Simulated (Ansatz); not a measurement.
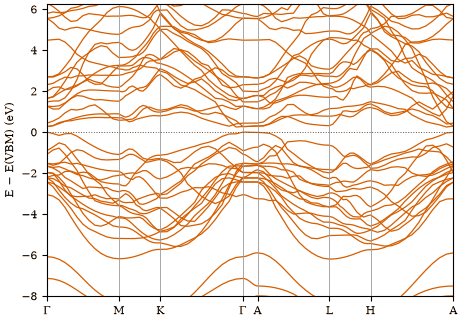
Figure: Band structure from r²SCAN+D4 in the plane-wave PAW code Ansatz

Read off the gap and where the band edges lie.

About 0.2 eV (0.25 eV by a search for the band edges); maximum at Γ, minimum on the K–Γ line, 94 % of the way from K.

Pick the material that matches.
A) MoSeS, P-3m1 (Mo on 2c, Se on 2d, S on 2d)
B) Ge2Sb2Te5, P3m1 (Pearson symbol hP9)
C) ZrS2, CdI2 type
D) C8H, P3m1 (Pearson symbol hP9)

B, Ge2Sb2Te5, P3m1 (Pearson symbol hP9)

The start of the workflow was typed in or built on a structure type; neither database checked (COD, Materials Project) lists it. It is not the phase usual at ambient conditions (space group No. 164). The r²SCAN+D4 relaxation kept the symmetry of its start; its stability against distortions is not shown here. Scalar-relativistic: spin–orbit coupling is off unless named, which matters more the heavier the elements.

Potentials: the later of the program's two PAW sets.
